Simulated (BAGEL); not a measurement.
# One shape, several levels: doublet C2H7BO+

Wanted: a comparison of 3 runs (ROHF/6-31G*, ROHF/cc-pVDZ, UHF/cc-pVDZ) of doublet C2H7BO+. 

The calculation is run with BAGEL 1.2.2.

4 further runs of the same task are left out: 4 that didn't finish. Runs told in other sessions of the task aren't counted.

## 1. The system as given

The species is C2H7BO+ (11 atoms), meant as a doublet with charge +1. SMILES of the parent species: `CBOC`. The shape is that of a PBE0-D4/def2-TZVP optimisation. This is one conformer, not always the lowest. That shape belongs to the parent species and isn't relaxed for this state.

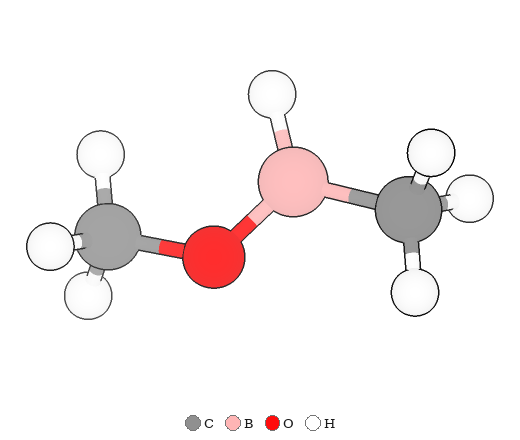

Viewed from a chosen angle; carbon grey, boron pink, oxygen red, hydrogen white.

## 2. A single-point energy at ROHF/6-31G(d) (density fitting with qzvpp-jkfit, spherical functions) (run 1)

input.json

```json
{ "bagel" : [

{
  "title" : "molecule",
  "basis" : "6-31gs.json",
  "df_basis" : "qzvpp-jkfit",
  "angstrom" : "true",
  "geometry" : [
    { "atom" : "C", "xyz" : [      -1.306200,       1.341700,      -0.364700 ] },
    { "atom" : "B", "xyz" : [      -0.434700,       0.206700,       0.257100 ] },
    { "atom" : "O", "xyz" : [       0.626600,      -0.267100,      -0.425200 ] },
    { "atom" : "C", "xyz" : [       1.454400,      -1.289700,       0.083900 ] },
    { "atom" : "H", "xyz" : [      -0.966000,       1.657000,      -1.352600 ] },
    { "atom" : "H", "xyz" : [      -2.351400,       1.021300,      -0.437600 ] },
    { "atom" : "H", "xyz" : [      -1.315700,       2.214600,       0.297900 ] },
    { "atom" : "H", "xyz" : [      -0.678700,      -0.268200,       1.340800 ] },
    { "atom" : "H", "xyz" : [       1.446400,      -2.133000,      -0.610100 ] },
    { "atom" : "H", "xyz" : [       1.113800,      -1.626100,       1.067400 ] },
    { "atom" : "H", "xyz" : [       2.476800,      -0.914200,       0.163700 ] }
  ]
},

{
  "title" : "rohf",
  "charge" : 1,
  "nopen" : 1
},

{
  "title" : "print",
  "file" : "orbitals.molden",
  "orbitals" : "true"
}

]}
```

The basis set 6-31G* is read from a file made from the Basis Set Exchange's data (not shown).

The run is started by

```console
$ BAGEL_NUM_THREADS=1 BAGEL input.json > input.out
```

Output:

```text
* using 1 threads per process

  ===============================================================
  ===============================================================

  *** Geometry ***

  { "atom" : "C", "xyz" : [     -2.468360,      2.535446,     -0.689183 ] },
  { "atom" : "B", "xyz" : [     -0.821464,      0.390606,      0.485849 ] },
  { "atom" : "O", "xyz" : [      1.184102,     -0.504746,     -0.803512 ] },
  { "atom" : "C", "xyz" : [      2.748418,     -2.437180,      0.158548 ] },
  { "atom" : "H", "xyz" : [     -1.825475,      3.131276,     -2.556044 ] },
  { "atom" : "H", "xyz" : [     -4.443502,      1.929977,     -0.826944 ] },
  { "atom" : "H", "xyz" : [     -2.486313,      4.184987,      0.562949 ] },
  { "atom" : "H", "xyz" : [     -1.282557,     -0.506825,      2.533745 ] },
  { "atom" : "H", "xyz" : [      2.733300,     -4.030786,     -1.152922 ] },
  { "atom" : "H", "xyz" : [      2.104777,     -3.072884,      2.017094 ] },
  { "atom" : "H", "xyz" : [      4.680474,     -1.727588,      0.309348 ] },

  Number of auxiliary basis functions:      428

  Since a DF basis is specified, we compute 2- and 3-index integrals:
    o Being stored without compression. Storage requirement is 0.017 GB

  Number of basis functions:       70
  Number of electrons      :       32

    * METHOD: MOLECULE                             0.11

  *** Open-shell HF ***

  === Nuclear Repulsion ===
   114.5372920397

      * DIIS with orbital gradients will be used.

  === ROHF iteration (6-31gs.json) ===
      0       -178.83975584          0.03932187           0.04
      1       -178.93272193          0.02992744           0.04
      2       -178.95923233          0.02243116           0.04
      3       -178.99743950          0.00159565           0.04
      4       -178.99796625          0.00085072           0.04
      5       -178.99821070          0.00064367           0.04
      6       -178.99855561          0.00054010           0.04
      7       -178.99891785          0.00041323           0.04
      8       -178.99920115          0.00029654           0.04
      9       -178.99938767          0.00021786           0.04
     10       -178.99950632          0.00013055           0.04
     11       -178.99958082          0.00009257           0.04
     12       -178.99958312          0.00003603           0.04
     13       -178.99962185          0.00001877           0.04
     14       -178.99963170          0.00001037           0.04
     15       -178.99962893          0.00000706           0.04
     16       -178.99962814          0.00000490           0.04
     17       -178.99962713          0.00000254           0.04
     18       -178.99962864          0.00000173           0.04
     19       -178.99962835          0.00000109           0.04
     20       -178.99962834          0.00000042           0.04
     21       -178.99962883          0.00000019           0.04
     22       -178.99962895          0.00000007           0.04
     23       -178.99962897          0.00000004           0.04
     24       -178.99962896          0.00000003           0.04
     25       -178.99962897          0.00000002           0.04
     26       -178.99962896          0.00000001           0.04
    * SCF iteration converged.

    * S^2 (ROHF) is 0.7500

    * Permanent dipole moment:
           (    1.177842,    -0.690080,    -0.502464) a.u.

    * METHOD: ROHF                                 1.09

    * METHOD: PRINT                                0.01

  ===============================================================
```

Wall time 1.4 s (1 thread of AMD EPYC 9R45 (Zen 5), shared host).

## 3. The energy at ROHF/cc-pVDZ (density fitting with qzvpp-jkfit) (run 2)

job.json

```json
{ "bagel": [

{
  "title": "molecule",
  "basis": "cc-pvdz.json",
  "df_basis": "qzvpp-jkfit",
  "angstrom": true,
  "geometry": [
    { "atom": "C", "xyz": [   -1.306200,    1.341700,   -0.364700 ] },
    { "atom": "B", "xyz": [   -0.434700,    0.206700,    0.257100 ] },
    { "atom": "O", "xyz": [    0.626600,   -0.267100,   -0.425200 ] },
    { "atom": "C", "xyz": [    1.454400,   -1.289700,    0.083900 ] },
    { "atom": "H", "xyz": [   -0.966000,    1.657000,   -1.352600 ] },
    { "atom": "H", "xyz": [   -2.351400,    1.021300,   -0.437600 ] },
    { "atom": "H", "xyz": [   -1.315700,    2.214600,    0.297900 ] },
    { "atom": "H", "xyz": [   -0.678700,   -0.268200,    1.340800 ] },
    { "atom": "H", "xyz": [    1.446400,   -2.133000,   -0.610100 ] },
    { "atom": "H", "xyz": [    1.113800,   -1.626100,    1.067400 ] },
    { "atom": "H", "xyz": [    2.476800,   -0.914200,    0.163700 ] }
  ]
},
{ "title": "rohf", "charge": 1, "nopen": 1 },
{ "title": "print", "file": "orbitals.molden", "orbitals": true }

]}
```

The basis set cc-pVDZ is read from a file made from the Basis Set Exchange's data (not shown).

The run is started by

```console
$ BAGEL_NUM_THREADS=1 BAGEL job.json > job.out
```

Output:

```text
* using 1 threads per process

  ===============================================================
  ===============================================================

  *** Geometry ***

  { "atom" : "C", "xyz" : [     -2.468360,      2.535446,     -0.689183 ] },
  { "atom" : "B", "xyz" : [     -0.821464,      0.390606,      0.485849 ] },
  { "atom" : "O", "xyz" : [      1.184102,     -0.504746,     -0.803512 ] },
  { "atom" : "C", "xyz" : [      2.748418,     -2.437180,      0.158548 ] },
  { "atom" : "H", "xyz" : [     -1.825475,      3.131276,     -2.556044 ] },
  { "atom" : "H", "xyz" : [     -4.443502,      1.929977,     -0.826944 ] },
  { "atom" : "H", "xyz" : [     -2.486313,      4.184987,      0.562949 ] },
  { "atom" : "H", "xyz" : [     -1.282557,     -0.506825,      2.533745 ] },
  { "atom" : "H", "xyz" : [      2.733300,     -4.030786,     -1.152922 ] },
  { "atom" : "H", "xyz" : [      2.104777,     -3.072884,      2.017094 ] },
  { "atom" : "H", "xyz" : [      4.680474,     -1.727588,      0.309348 ] },

  Number of auxiliary basis functions:      428

  Since a DF basis is specified, we compute 2- and 3-index integrals:
    o Being stored without compression. Storage requirement is 0.028 GB

  Number of basis functions:       91
  Number of electrons      :       32

    * METHOD: MOLECULE                             0.13

  *** Open-shell HF ***

  === Nuclear Repulsion ===
   114.5372920397

      * DIIS with orbital gradients will be used.

  === ROHF iteration (cc-pvdz.json) ===
      0       -178.83333245          0.02591666           0.06
      1       -178.95040124          0.02010923           0.06
      2       -178.97746877          0.01367896           0.06
      3       -179.01255276          0.00179482           0.06
      4       -179.01331164          0.00072657           0.05
      5       -179.01358006          0.00046805           0.05
      6       -179.01392244          0.00039137           0.05
      7       -179.01425384          0.00031005           0.05
      8       -179.01454768          0.00024108           0.05
      9       -179.01476637          0.00016892           0.05
     10       -179.01490826          0.00012597           0.05
     11       -179.01499770          0.00007076           0.05
     12       -179.01504136          0.00002686           0.05
     13       -179.01507611          0.00001545           0.05
     14       -179.01509172          0.00000754           0.05
     15       -179.01508874          0.00000453           0.05
     16       -179.01508826          0.00000275           0.05
     17       -179.01508846          0.00000157           0.06
     18       -179.01508888          0.00000096           0.05
     19       -179.01508908          0.00000051           0.05
     20       -179.01508935          0.00000026           0.05
     21       -179.01508951          0.00000011           0.05
     22       -179.01508953          0.00000004           0.06
     23       -179.01508953          0.00000002           0.06
     24       -179.01508953          0.00000001           0.06
     25       -179.01508953          0.00000001           0.06
    * SCF iteration converged.

    * S^2 (ROHF) is 0.7500

    * Permanent dipole moment:
           (    1.170436,    -0.679870,    -0.508734) a.u.

    * METHOD: ROHF                                 1.51

    * METHOD: PRINT                                0.01

  ===============================================================
```

Wall time 1.8 s (1 thread of AMD EPYC 9R45 (Zen 5), shared host); peak memory 0.11 GiB.

## 4. The energy at UHF/cc-pVDZ (density fitting with qzvpp-jkfit) (run 3)

job.json

```json
{ "bagel" : [

{
  "title" : "molecule",
  "basis" : "cc-pvdz.json",
  "df_basis" : "qzvpp-jkfit",
  "angstrom" : true,
  "geometry" : [
    { "atom" : "C", "xyz" : [      -1.306200,       1.341700,      -0.364700 ] },
    { "atom" : "B", "xyz" : [      -0.434700,       0.206700,       0.257100 ] },
    { "atom" : "O", "xyz" : [       0.626600,      -0.267100,      -0.425200 ] },
    { "atom" : "C", "xyz" : [       1.454400,      -1.289700,       0.083900 ] },
    { "atom" : "H", "xyz" : [      -0.966000,       1.657000,      -1.352600 ] },
    { "atom" : "H", "xyz" : [      -2.351400,       1.021300,      -0.437600 ] },
    { "atom" : "H", "xyz" : [      -1.315700,       2.214600,       0.297900 ] },
    { "atom" : "H", "xyz" : [      -0.678700,      -0.268200,       1.340800 ] },
    { "atom" : "H", "xyz" : [       1.446400,      -2.133000,      -0.610100 ] },
    { "atom" : "H", "xyz" : [       1.113800,      -1.626100,       1.067400 ] },
    { "atom" : "H", "xyz" : [       2.476800,      -0.914200,       0.163700 ] }
  ]
},

{ "title" : "uhf", "charge" : 1, "nopen" : 1 },

{ "title" : "print", "file" : "orbitals.molden", "orbitals" : true }

]}
```

The basis set cc-pVDZ is read from a file made from the Basis Set Exchange's data (not shown).

The run is started by

```console
$ BAGEL_NUM_THREADS=1 BAGEL job.json > job.out
```

Output:

```text
* using 1 threads per process

  ===============================================================
  ===============================================================

  *** Geometry ***

  { "atom" : "C", "xyz" : [     -2.468360,      2.535446,     -0.689183 ] },
  { "atom" : "B", "xyz" : [     -0.821464,      0.390606,      0.485849 ] },
  { "atom" : "O", "xyz" : [      1.184102,     -0.504746,     -0.803512 ] },
  { "atom" : "C", "xyz" : [      2.748418,     -2.437180,      0.158548 ] },
  { "atom" : "H", "xyz" : [     -1.825475,      3.131276,     -2.556044 ] },
  { "atom" : "H", "xyz" : [     -4.443502,      1.929977,     -0.826944 ] },
  { "atom" : "H", "xyz" : [     -2.486313,      4.184987,      0.562949 ] },
  { "atom" : "H", "xyz" : [     -1.282557,     -0.506825,      2.533745 ] },
  { "atom" : "H", "xyz" : [      2.733300,     -4.030786,     -1.152922 ] },
  { "atom" : "H", "xyz" : [      2.104777,     -3.072884,      2.017094 ] },
  { "atom" : "H", "xyz" : [      4.680474,     -1.727588,      0.309348 ] },

  Number of auxiliary basis functions:      428

  Since a DF basis is specified, we compute 2- and 3-index integrals:
    o Being stored without compression. Storage requirement is 0.028 GB

  Number of basis functions:       91
  Number of electrons      :       32

    * METHOD: MOLECULE                             0.13

  *** Open-shell HF ***

  === Nuclear Repulsion ===
   114.5372920397

      * DIIS with orbital gradients will be used.

  === UHF iteration (cc-pvdz.json) ===
      0       -178.83333245          0.02591666           0.05
      1       -178.95704863          0.01998025           0.05
      2       -178.98612713          0.01350847           0.05
      3       -179.02036380          0.00174106           0.06
      4       -179.02141045          0.00063535           0.05
      5       -179.02165244          0.00036067           0.05
      6       -179.02189487          0.00022647           0.06
      7       -179.02202149          0.00013457           0.05
      8       -179.02208361          0.00008890           0.05
      9       -179.02211057          0.00006620           0.06
     10       -179.02212643          0.00005900           0.05
     11       -179.02213677          0.00004921           0.06
     12       -179.02215012          0.00003855           0.05
     13       -179.02215767          0.00002417           0.05
     14       -179.02215973          0.00001541           0.05
     15       -179.02216024          0.00001126           0.05
     16       -179.02216048          0.00000938           0.05
     17       -179.02216067          0.00000730           0.05
     18       -179.02216075          0.00000546           0.05
     19       -179.02216083          0.00000438           0.05
     20       -179.02216090          0.00000288           0.06
     21       -179.02216092          0.00000259           0.05
     22       -179.02216094          0.00000206           0.05
     23       -179.02216096          0.00000154           0.05
     24       -179.02216096          0.00000133           0.05
     25       -179.02216097          0.00000097           0.05
     26       -179.02216097          0.00000083           0.05
     27       -179.02216097          0.00000054           0.05
     28       -179.02216097          0.00000039           0.05
     29       -179.02216097          0.00000027           0.05
     30       -179.02216097          0.00000019           0.05
     31       -179.02216097          0.00000016           0.05
     32       -179.02216097          0.00000012           0.05
     33       -179.02216097          0.00000009           0.05
     34       -179.02216097          0.00000005           0.05
     35       -179.02216097          0.00000003           0.05
     36       -179.02216097          0.00000002           0.05
     37       -179.02216097          0.00000001           0.05
     38       -179.02216097          0.00000001           0.05
    * SCF iteration converged.

    * S^2 (UHF) is 0.7739

    * Permanent dipole moment:
           (    1.042642,    -0.502865,    -0.616557) a.u.

    * METHOD: UHF                                  2.19

    * METHOD: PRINT                                0.01

  ===============================================================
```

It took 2.5 s on 1 thread of AMD EPYC 9R45 (Zen 5), shared host; peak memory 0.11 GiB.

## 5. Overview of the runs

```csv
run,level,energy (Eh),⟨S²⟩,wall time
1,"ROHF/6-31G* (density fitting with qzvpp-jkfit, spherical functions)",-178.999629,0.750,1.4 s
2,ROHF/cc-pVDZ (density fitting with qzvpp-jkfit),-179.015090,0.750,1.8 s
3,UHF/cc-pVDZ (density fitting with qzvpp-jkfit),-179.022161,0.774,2.5 s
```

## 6. What came out

| quantity | value |
| --- | --- |
| run 3: total energy | -179.02216 Eh |
| run 3: ⟨S²⟩ | 0.774 |

**Reading.** Over the runs the total energy spans 0.613 eV. All runs together took 5.7 s, the longest 2.5 s.
